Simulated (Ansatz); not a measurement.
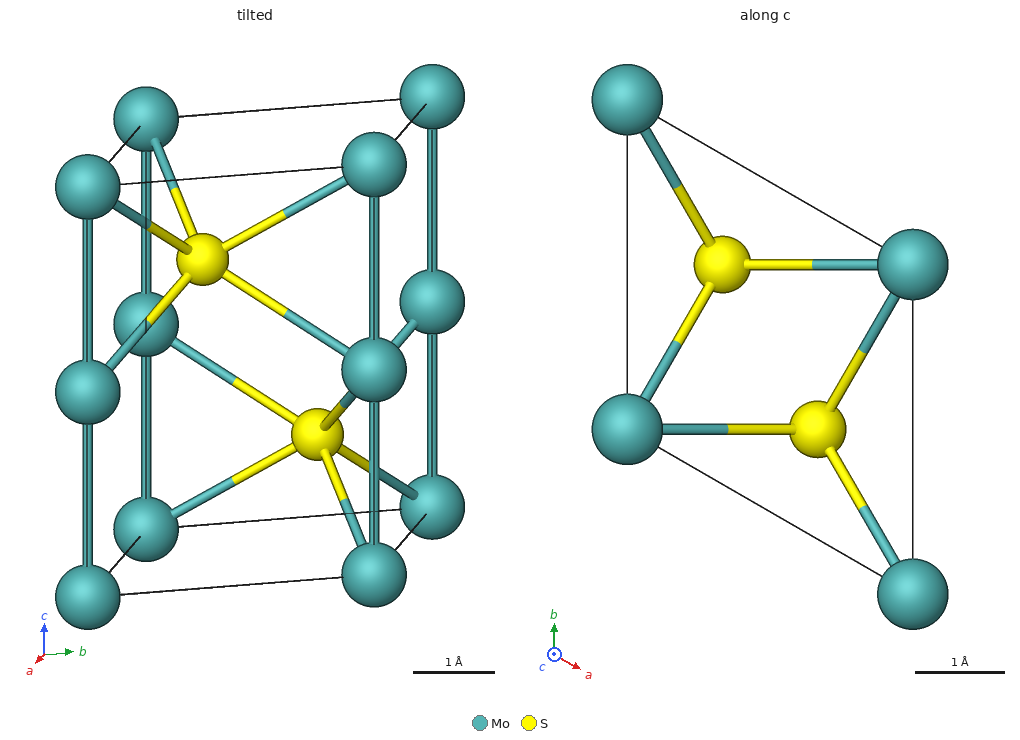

Crystal structure, ball-and-stick style, seen slightly off an axis and along the c axis. The wireframe shows the conventional unit cell.

MoS, nickel arsenide (NiAs) type, space group P6_3/mmc (No. 194), a = 3.742 Å, b = 3.742 Å, c = 5.211 Å, α = 90.00°, β = 90.00°, γ = 120.00°. The structure comes from a structure type filled with these elements by a generator (whether the compound takes this form wasn't checked). Earlier steps of the study, as a rule a relaxation of our own, may have changed the cell and positions, so they can lie some per cent off the listed ones. Ansatz was used for an electronic-structure calculation on it.

This one geometry was computed with Ansatz (DFT, plane waves, PAW) at four levels of theory: PBE with spin-orbit coupling, LDA, r2SCAN and PBEsol.

Which level gives the highest pressure at this volume, and what does that say about its equilibrium volume?

Highest: r2SCAN (1.3 GPa), which points to the largest equilibrium volume. Lowest, with the smallest volume: LDA (-9.7 GPa). Levels within 0.5 GPa of each other can't be told apart.

How does the band gap change with the level of theory?

All levels give a metal.

Collect the results in a table.

| level | cutoff (eV) | k-mesh of the run's cell | gap (eV) | pressure (GPa) | absolute moment (μB/atom) |
| --- | --- | --- | --- | --- | --- |
| PBE with spin-orbit coupling | 420 | 10×10×6 | metal | 0.0 | 0.00 |
| LDA | 420 | 10×10×6 | metal | -9.7 | 0.00 |
| r2SCAN | 500 | 10×10×6 | metal | 1.3 | 0.50 |
| PBEsol | 420 | 10×10×6 | metal | -6.5 | 0.00 |

Gaps are taken on the k-mesh or band path of each run.
